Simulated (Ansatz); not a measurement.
# CH4ClGeO: the cost of one run

All numbers are computed with Ansatz 0.2.0 through its Python package. Level of theory: Hartree-Fock/def2-SVP.

### Step 1. Starting point

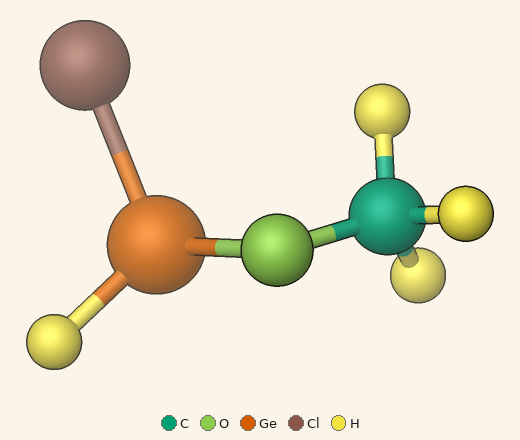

The structure that the script starts from, seen from a chosen angle (carbon teal, oxygen green, germanium orange, chlorine brown, hydrogen yellow).

No structure file is read: the coordinates are typed or built in the script.

### Step 2. Script

The input, ch4clgeo.py:

```python
"""Energy of CH4ClGeO as one group turns about a bond."""

import ansatz as az
from ase import Atoms

params = {
    "basis_set": "def2-SVP",
    "xc": "HF",
    "fmax": 0.02,
}

atoms = Atoms(["C", "O", "Ge", "Cl", "H", "H", "H", "H"], positions=[
    [0.5796, 0.9732, -0.3445],
    [0.561, 0.0646, 0.6748],
    [-0.4114, -1.3613, 0.1103],
    [-2.4098, -1.0255, 0.5094],
    [1.0093, 0.6169, -1.2995],
    [-0.5104, 1.3694, -0.5617],
    [1.1379, 1.9099, -0.0315],
    [0.1359, -2.6042, 0.8869],
])

# relax first, so that the scan starts from a minimum
first = az.Crystal.molecule_from_ase(atoms).calculation()
first = first.basis(gaussian=params["basis_set"])
first = first.functional(params["xc"])
first = first.spin("collinear", total=1).relax(force_tolerance=params["fmax"], max_steps=80)
atoms.positions = first.run(threads=1, pin="off").report["positions_ang"]

start = atoms.get_dihedral(4, 0, 1, 2)
energies = {}
for turn in range(0, 360, 40):
    turned = atoms.copy()
    turned.set_dihedral(4, 0, 1, 2, start + turn, indices=[1, 2, 3, 7])
    calc = (
        az.Crystal.molecule_from_ase(turned).calculation()
        .basis(gaussian=params["basis_set"])
        .functional(params["xc"])
        .spin("collinear", total=1)
    )
    energies[round((start + turn) % 360)] = calc.run(threads=1, pin="off").report["free_energy_ev"]
floor = min(energies.values())
print("dihedral H4-C0-O1-Ge2 (deg)   E - E(min) (kcal/mol)")
for angle, e in sorted(energies.items()):
    print(f"{angle:8d} {23.060548 * (e - floor):14.3f}  " + "#" * int(30 * (e - floor) / max(max(energies.values()) - floor, 1e-9)))
```

### Step 3. The calls as engine input

The package turns the script's settings into the engine's input (first run):

```yaml
crystal:
  periodic: [false, false, false]
  atoms:
    - { symbol: C, position_ang: [0.5796, 0.9732, -0.3445] }
    - { symbol: O, position_ang: [0.561, 0.0646, 0.6748] }
    - { symbol: Ge, position_ang: [-0.4114, -1.3613, 0.1103] }
    - { symbol: Cl, position_ang: [-2.4098, -1.0255, 0.5094] }
    - { symbol: H, position_ang: [1.0093, 0.6169, -1.2995] }
    - { symbol: H, position_ang: [-0.5104, 1.3694, -0.5617] }
    - { symbol: H, position_ang: [1.1379, 1.9099, -0.0315] }
    - { symbol: H, position_ang: [0.1359, -2.6042, 0.8869] }
basis:
  gaussian:
    orbitals: def2-SVP
hamiltonian:
  xc: hf
magnetization:
  spin_polarized: true
  initial_magnetization: 1.0
relax:
  f_tol: 0.02
  max_steps: 80
```

### Step 4. Launch

Run with:

```sh
$ python ch4clgeo.py
```

What time and memory should one allow on 1 thread of Arm Neoverse V2, shared host?

About 53 s, with a peak of 0.34 GiB.
